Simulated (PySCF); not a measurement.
Molecule: SMILES CC(C)CBr (C4H9Br). Atoms near the plane z = 1.2 Å, at the GFN2-xTB optimised geometry (x, y, z in Å): C2 (0.3, -0.4, 0.0), C3 (0.9, 0.3, 1.3), C4 (-1.2, -0.4, 0.0), Br5 (-2.0, 1.4, 0.0), H9 (0.6, -1.4, 0.0), H10 (0.5, -0.2, 2.2), H11 (2.0, 0.2, 1.3), H12 (0.6, 1.3, 1.3), H13 (-1.6, -0.9, 0.9).

Calculation: CAM-B3LYP/def2-TZVP (PySCF). Cells within 0.4 Å of a nucleus heavier than hydrogen are left out (blank, or x). The values are rescaled to run from 0 to 1.

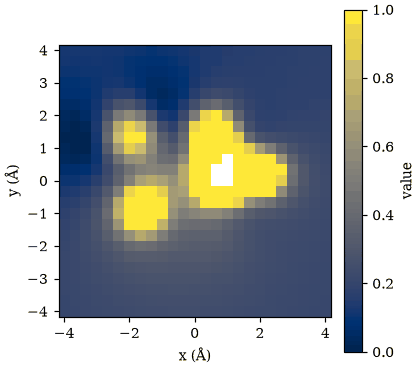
Fig. 1. a field on the plane z = 1.2 Å.

Problem. Which quantity is mapped?
A) electrostatic potential
B) deformation density (molecule minus spherical neutral atoms)
C) log10 of the electron density
D) Laplacian of the electron density

Solution. A, electrostatic potential. In full: electrostatic potential (hartree/e), clipped to [-0.08, 0.12].
